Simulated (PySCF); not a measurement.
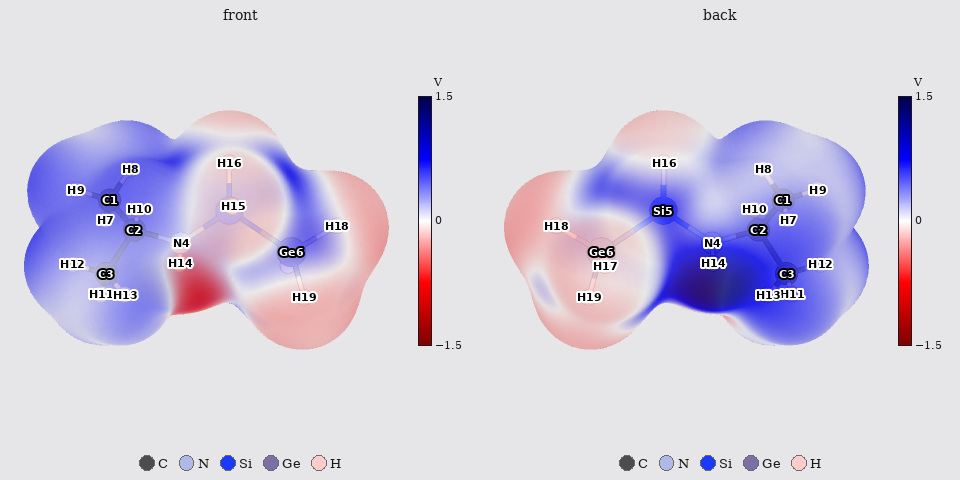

Figure. C$_{3}$H$_{13}$GeNSi (SMILES CC(C)N[SiH2][GeH3]). The electrostatic potential painted on the density surface at 0.001 e/bohr³, seen from the front and from behind; the colour scale runs from red (negative) to blue (positive).

Geometry: GFN2-xTB.

Theory: B3LYP/def2-SVPD, SCF density, gas phase in PySCF 2.14.0.

```xyz
19

C    -1.9520    1.1651    0.1058
C    -1.2777   -0.1620    0.4541
C    -2.0156   -1.3344   -0.1894
N     0.1082   -0.1764    0.0470
Si    1.4009    0.3311    1.0423
Ge    3.3393   -0.0040   -0.1963
H    -1.9514    1.3152   -0.9724
H    -1.4153    1.9882    0.5710
H    -2.9807    1.1737    0.4562
H    -1.2822   -0.2857    1.5416
H    -2.0350   -1.2172   -1.2713
H    -3.0387   -1.3867    0.1731
H    -1.5100   -2.2666    0.0489
H     0.2014   -0.1068   -0.9565
H     1.3533   -0.5083    2.2444
H     1.3386    1.7317    1.5064
H     3.4001    0.6244   -1.5624
H     4.5678    0.5496    0.4625
H     3.7392   -1.4218   -0.4821
```

**Describe the electrostatic potential map.**

The most negative region (about −0.6 V, or −14 kcal/mol for a unit charge) lies over N4, the most positive (about +1.2 V, or +28 kcal/mol for a unit charge) over H14.

**What dipole moment does the calculation give?**

Its dipole moment is 1.73 D.
